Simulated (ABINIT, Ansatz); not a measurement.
# LiNbO3 (R3c): G0W0 with ABINIT, start to end

Aim: the G0W0 gap of LiNbO3 (R3c) on PBE, step by step.

Calculated with ABINIT 10.8.3; PBE and many-body steps on it, plane waves.

## (1) The structure

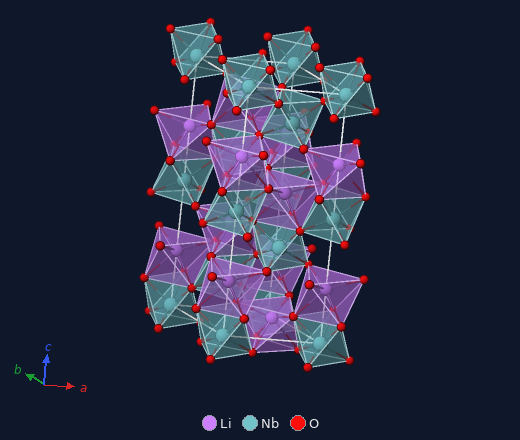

The cell as given, slightly off an axis (lithium purple, niobium teal, oxygen red). This picture shows the conventional cell, with its axes. Some periodic images of atoms are drawn too.

Structure file:

```cif
data_structure
_symmetry_space_group_name_H-M 'P 1'
_symmetry_Int_Tables_number 1
_cell_length_a 5.4971
_cell_length_b 5.4971
_cell_length_c 5.4971
_cell_angle_alpha 55.883
_cell_angle_beta 55.883
_cell_angle_gamma 55.883
_cell_volume 106.25
loop_
_atom_site_label
_atom_site_type_symbol
_atom_site_fract_x
_atom_site_fract_y
_atom_site_fract_z
_atom_site_occupancy
Li1 Li 0.28150 0.28150 0.28150 1
Li2 Li 0.78150 0.78150 0.78150 1
Nb3 Nb 0.00006 0.00006 0.00005 1
Nb4 Nb 0.50006 0.50006 0.50005 1
O5 O 0.11231 0.35836 0.71959 1
O6 O 0.71959 0.11231 0.35836 1
O7 O 0.35836 0.71959 0.11231 1
O8 O 0.21959 0.85836 0.61231 1
O9 O 0.85836 0.61231 0.21959 1
O10 O 0.61231 0.21959 0.85836 1
```

The cell and positions come from the Crystallography Open Database and are kept as given unless a step says otherwise.

## (2) Ground state

This step: ABINIT 10.8.3; DFT, PBE, plane waves, norm-conserving pseudopotentials.

The ground-state density comes first.

Input file run.abi:

```
acell 3*1.0 Angstrom
rprim 
  2.575800000019 1.487138823389 4.623000000000
  -2.575800000018 1.487138823389 4.623000000000
  0.000000000000 -2.974277646779 4.623000000000
ntypat 3
znucl 3 41 8
natom 10
typat 1 1 2 2 3 3 3 3 3 3
xred 
  0.281500000000 0.281500000000 0.281500000000
  0.781500000000 0.781500000000 0.781500000000
  0.000055000000 0.000055000000 0.000055000000
  0.500055000000 0.500055000000 0.500055000000
  0.112310000000 0.358360000000 0.719590000000
  0.719590000000 0.112310000000 0.358360000000
  0.358360000000 0.719590000000 0.112310000000
  0.219590000000 0.858360000000 0.612310000000
  0.858360000000 0.612310000000 0.219590000000
  0.612310000000 0.219590000000 0.858360000000
pp_dirpath "pseudos"
pseudos "Li.upf, Nb.upf, O.upf"
ecut 37
ngkpt 6 6 6
nshiftk 1
shiftk 0 0 0
kptopt 1
chksymbreak 0
nband 43
occopt 1
tolvrs 1e-10
nstep 60
prtwf 0
optforces 0
optstress 0
indata_prefix "in"
outdata_prefix "out"
tmpdata_prefix "tmp"
```

On the command line:

```bash
> OMP_NUM_THREADS=1 mpirun -n 16 abinit run.abi > log
```

Numbers of over 12 decimals in the logs are rounded to 6 here.

Log:

```text
.Version 10.8.3 of ABINIT. v10.8.2 released Aug 2026.

 Symmetries : space group R3 c (#161); Bravais hR (rhombohedral)
================================================================================
 Values of the parameters that define the memory need of the present run
     intxc =       0    ionmov =       0      iscf =       7    lmnmax =       6
     lnmax =       6     mgfft =      60  mpssoang =       3    mqgrid =    3001
     natom =      10  nloc_mem =       1    nspden =       1   nspinor =       1
    nsppol =       1      nsym =       6    n1xccc =    2501    ntypat =       3
    occopt =       1   xclevel =       2
-    mband =          43        mffmem =           1         mkmem =           2
       mpw =        7734          nfft =      216000          nkpt =          32
================================================================================
  Rough estimation (10% accuracy) of disk space for files :
================================================================================

--------------------------------------------------------------------------------
------------- Echo of variables that govern the present computation ------------
--------------------------------------------------------------------------------
 -outvars: echo values of preprocessed input variables --------
            acell      1.8897261259E+00  1.8897261259E+00  1.8897261259E+00 Bohr

      chksymbreak           0
             ecut      3.70000000E+01 Hartree
-          fftalg         312

              ixc     -101130
              kpt      0.00000000E+00  0.00000000E+00  0.00000000E+00
                       1.66666667E-01  0.00000000E+00  0.00000000E+00
                       3.33333333E-01  0.00000000E+00  0.00000000E+00
                       5.00000000E-01  0.00000000E+00  0.00000000E+00
                       1.66666667E-01  1.66666667E-01  0.00000000E+00
                       3.33333333E-01  1.66666667E-01  0.00000000E+00
                       5.00000000E-01  1.66666667E-01  0.00000000E+00
                      -3.33333333E-01  1.66666667E-01  0.00000000E+00
                      -1.66666667E-01  1.66666667E-01  0.00000000E+00
   [... 21 further rows ...]
                      -3.33333333E-01  5.00000000E-01  3.33333333E-01
                       5.00000000E-01  5.00000000E-01  5.00000000E-01
         kptrlatt        6    0    0      0    6    0      0    0    6
          kptrlen      5.84106787E+01
P           mkmem           2
            natom          10
            nband          43
            ngfft          60      60      60
             nkpt          32
            nstep          60
             nsym           6
           ntypat           3
              occ      2.000000  2.000000  2.000000  2.000000  2.000000  2.000000
                       2.000000  2.000000  2.000000  2.000000  2.000000  2.000000
                       2.000000  2.000000  2.000000  2.000000  2.000000  2.000000
                       2.000000  2.000000  2.000000  2.000000  2.000000  2.000000
                       2.000000  2.000000  2.000000  2.000000  2.000000  2.000000
                       2.000000  2.000000  2.000000  2.000000  0.000000  0.000000
                       0.000000  0.000000  0.000000  0.000000  0.000000  0.000000
                       0.000000
        optforces           0
        optstress           0
            prtwf           0
            rprim      2.5758000000E+00  1.4871388234E+00  4.6230000000E+00
[...]
spgroup         161

           tolvrs      1.00000000E-10

             xred      2.8150000000E-01  2.8150000000E-01  2.8150000000E-01
[...]
znucl        3.00000   41.00000    8.00000

================================================================================

 chkinp: Checking input parameters for consistency.

================================================================================
== DATASET  1 ==================================================================
-   mpi_nproc: 16, omp_nthreads: 1 (-1 if OMP is not activated)

--- !DatasetInfo
iteration_state: {dtset: 1, }
dimensions: {natom: 10, nkpt: 32, mband: 43, nsppol: 1, nspinor: 1, nspden: 1, mpw: 7734, }
cutoff_energies: {ecut:  37.0, pawecutdg:  -1.0, }
electrons: {nelect:   6.80000000E+01, charge:   0.00000000E+00, occopt:   1.00000000E+00, tsmear:   1.00000000E-02, }

 Real(R)+Recip(G) space primitive vectors, cartesian coordinates (Bohr,Bohr^-1):
 R(1)=  4.8675566  2.8102851  8.7362039  G(1)=  0.1027209  0.0593060  0.0381554
 R(2)= -4.8675566  2.8102851  8.7362039  G(2)= -0.1027209  0.0593060  0.0381554
 R(3)=  0.0000000 -5.6205702  8.7362039  G(3)=  0.0000000 -0.1186119  0.0381554
 Unit cell volume ucvol=  7.1702681E+02 bohr^3
 Angles (23,13,12)=  5.58832370E+01  5.58832370E+01  5.58832370E+01 degrees

 getcut: wavevector=  0.0000  0.0000  0.0000  ngfft=  60  60  60
         ecut(hartree)=     37.000   => boxcut(ratio)=   2.10943

--- Pseudopotential description ------------------------------------------------
- Li Generated using ONCVPSP code by D. R. Hamann
-  3.00000   3.00000  171031                  znucl, zion, pspdat
12 -101130 1 -1 1944                          pspcod,pspxc,lmax,lloc,mmax
     nproj     2     2     0
  pspatm : epsatm=    2.74360059
         --- l  ekb(1:nproj) -->
[...]
12 -101130 2 -1 936                           pspcod,pspxc,lmax,lloc,mmax
     nproj     2     2     1
  pspatm : epsatm=    6.19545534
         --- l  ekb(1:nproj) -->
[...]
2   -1.331955
 pspatm: atomic psp has been read  and splines computed

   5.03676405E+03                                ecore*ucvol(ha*bohr**3)
--------------------------------------------------------------------------------

_setup2: Arith. and geom. avg. npw (full set) are    7707.801    7707.794

================================================================================

--- !BeginCycle
iteration_state: {dtset: 1, }
solver: {iscf: 7, nstep: 60, nline: 4, wfoptalg: 0, }
tolerances: {tolvrs: 1.00E-10, }

     iter   Etot(hartree)      deltaE(h)  residm     vres2
 ETOT  1  -237.22508379455    -2.372E+02 9.465E-02 7.533E+03
 ETOT  2  -232.65043878269     4.575E+00 9.267E-02 2.997E+04
 ETOT  3  -238.54645136842    -5.896E+00 2.606E-02 9.817E+02
 ETOT  4  -238.60115023180    -5.470E-02 1.026E-02 6.007E+02
 ETOT  5  -238.64144216374    -4.029E-02 3.263E-03 1.826E+02
 ETOT  6  -238.67177843306    -3.034E-02 3.509E-03 2.826E+00
 ETOT  7  -238.67220900134    -4.306E-04 2.102E-03 3.489E-01
 ETOT  8  -238.67227242630    -6.342E-05 9.849E-04 1.522E-02
 ETOT  9  -238.67227362321    -1.197E-06 4.970E-04 6.631E-04
 ETOT 10  -238.67227376273    -1.395E-07 4.002E-04 7.276E-05
 ETOT 11  -238.67227376861    -5.877E-09 1.997E-04 7.147E-06
 ETOT 12  -238.67227376974    -1.134E-09 1.688E-04 7.078E-08
 ETOT 13  -238.67227376976    -1.498E-11 9.310E-05 4.194E-10
 ETOT 14  -238.67227376977    -8.896E-12 7.745E-05 1.908E-11

 At SCF step   14       vres2   =  1.91E-11 < tolvrs=  1.00E-10 =>converged.

--- !ResultsGS
iteration_state: {dtset: 1, }
comment   : Summary of ground state results
lattice_vectors:
- [  4.8675566,   2.8102851,   8.7362039, ]
- [ -4.8675566,   2.8102851,   8.7362039, ]
- [  0.0000000,  -5.6205702,   8.7362039, ]
lattice_lengths: [  10.38807,   10.38807,   10.38807, ]
lattice_angles: [ 55.883,  55.883,  55.883, ] # degrees, (23, 13, 12)
lattice_volume:   7.1702681E+02
convergence: {deltae: -8.896E-12, res2:  1.908E-11, residm:  7.745E-05, diffor:  0.000E+00, }
etotal    :  -2.38672274E+02
entropy   :   0.00000000E+00
fermie    :   1.64720858E-01
cartesian_stress_tensor: null
pressure_GPa: null
xred      :
- [  2.8150E-01,   2.8150E-01,   2.8150E-01, Li]
- [  7.8150E-01,   7.8150E-01,   7.8150E-01, Li]
- [  5.5000E-05,   5.5000E-05,   5.5000E-05, Nb]
- [  5.0006E-01,   5.0005E-01,   5.0005E-01, Nb]
- [  1.1231E-01,   3.5836E-01,   7.1959E-01,  O]
- [  7.1959E-01,   1.1231E-01,   3.5836E-01,  O]
- [  3.5836E-01,   7.1959E-01,   1.1231E-01,  O]
- [  2.1959E-01,   8.5836E-01,   6.1231E-01,  O]
- [  8.5836E-01,   6.1231E-01,   2.1959E-01,  O]
- [  6.1231E-01,   2.1959E-01,   8.5836E-01,  O]
cartesian_forces: null
force_length_stats: {min: null, max: null, mean: null, }

 Integrated electronic density in atomic spheres:
 ------------------------------------------------
 Atom  Sphere_radius  Integrated_density
[...]
================================================================================

 ----iterations are completed or convergence reached----

 Mean square residual over all n,k,spin=   22.480E-08; max=  77.447E-06
 reduced coordinates (array xred) for   10 atoms
[...]
0.358360000000      0.719590000000      0.112310000000
       0.219590000000      0.858360000000      0.612310000000
       0.858360000000      0.612310000000      0.219590000000
       0.612310000000      0.219590000000      0.858360000000
 rms dE/dt=  0.0000E+00; max dE/dt=  0.0000E+00; dE/dt below (all hartree)
    1       0.000000000000      0.000000000000      0.000000000000
    2       0.000000000000      0.000000000000      0.000000000000
    3       0.000000000000      0.000000000000      0.000000000000
    4       0.000000000000      0.000000000000      0.000000000000
    5       0.000000000000      0.000000000000      0.000000000000
    6       0.000000000000      0.000000000000      0.000000000000
    7       0.000000000000      0.000000000000      0.000000000000
    8       0.000000000000      0.000000000000      0.000000000000
    9       0.000000000000      0.000000000000      0.000000000000
   10       0.000000000000      0.000000000000      0.000000000000

 cartesian coordinates (angstrom) at end:
[...]
6      1.564232     0.171289     5.502572
    7     -0.930456     1.269020     5.502572
    8     -1.645344    -0.218119     7.814072
    9      0.633776     1.533969     7.814072
   10      1.011568    -1.315850     7.814072
 length scales=  1.889726125908  1.889726125908  1.889726125908 bohr
              =  1.000000000000  1.000000000000  1.000000000000 angstroms
 prteigrs : about to open file out_EIG
 Fermi (or HOMO) energy (hartree) =   0.16472   Average Vxc (hartree)=  -0.40109
 Eigenvalues (hartree) for nkpt=  32  k points:
 kpt#   1, nband= 43, wtk=  0.00463, kpt=  0.0000  0.0000  0.0000 (reduced coord)
  -1.82415   -1.82359   -1.39949   -1.39939   -0.95452   -0.95452   -0.95151   -0.94868
  -0.94868   -0.94465   -0.45643   -0.43193   -0.43193   -0.39871   -0.39077   -0.39077
   0.00214    0.00214    0.00981    0.01202    0.01202    0.04493    0.08722    0.09047
   0.09047    0.12019    0.13192    0.13192    0.13914    0.13922    0.13922    0.14707
   0.16446    0.16446    0.29743    0.29743    0.31460    0.35543    0.35543    0.36172
   0.43394    0.44848    0.44848
 prteigrs : prtvol=0 or 1, do not print more k-points.

--- !EnergyTerms
iteration_state     : {dtset: 1, }
comment             : Components of total free energy in Hartree
kinetic             :  1.12795358364763E+02
hartree             :  5.27221213766439E+01
xc                  : -5.46586042469801E+01
Ewald energy        : -1.64413318982960E+02
psp_core            :  7.02451283118983E+00
local_psp           : -1.83205419600342E+02
non_local_psp       : -8.93692351208242E+00
total_energy        : -2.38672273769768E+02
total_energy_eV     : -6.49460342775567E+03
band_energy         : -2.61282147644102E+01

== END DATASET(S) ==============================================================
================================================================================

 -outvars: echo values of variables after computation  --------
           etotal     -2.3867227377E+02
            nband          43
             nkpt          32
          spgroup         161
 [... the other variables as echoed above ...]

 Calculation completed.
```

Elapsed: 50 s, on 16 MPI ranks of Arm Neoverse V2, shared host; peak memory 1.9 GiB; 13 min of CPU time.

This step gave:

```
total energy               : -6494.6034 eV
gap                        : 3.607 eV
k of the valence top       : 0.1667, 0.1667, 0.1667
k of the conduction bottom : 0.1667, 0.1667, 0
least direct gap           : 3.618 eV
```

The gap is indirect, with the least direct gap 0.011 eV higher.

[end of part 1 of 3]

[Paths, hosts, dates, memory and timing lines, banners, echoed tables and standing remarks are left out of the program output.]

[Logs are printed without paths, hosts, clocks, repeated set-up lines and the standing remarks that a program may print on its own settings, such as how far it seeks lower states.]

[Runs of the session that timed out or met a known fault of the program may be left out.]

[Hosts, paths, dates, database ids (printed as entryN), source tags and the programs' standing remarks are cut or masked in the printed files.]

[G0W0 gaps are taken among the corrected bands and points alone; a level outside them can change the order at an edge.]

[Where Ansatz stands beside ABINIT at settings called matched, ABINIT's density can come from a denser mesh and the files from another edition; pairs whose starting gaps differed by over 0.03 eV were left out, so agreement reads better than it is.]
